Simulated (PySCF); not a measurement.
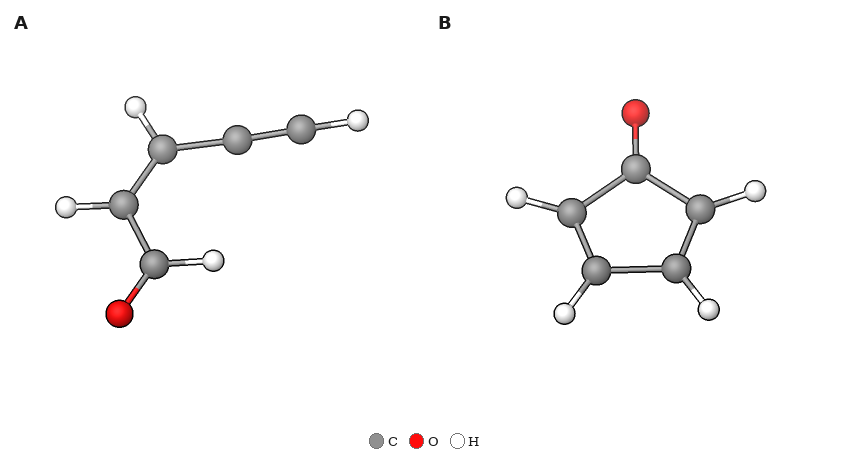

2 stationary structures of one formula. Geometries: PBE0-D3(BJ)/def2-SVP. Electronic energies: PBE0-D3(BJ)/def2-SVP (PySCF 2.14.0), without zero-point energy. No frequency run is at hand to confirm each as a minimum. Each is one conformer, not always the lowest.

Are they conformers, stereoisomers or constitutional isomers?

Answer. They are constitutional isomers of C5H4O: A `C#C/C=C\C=O`, B `O=C1C=CC=C1`.

Which structure is the most stable?

Answer. B is lowest; A lies 1.542 eV above it.
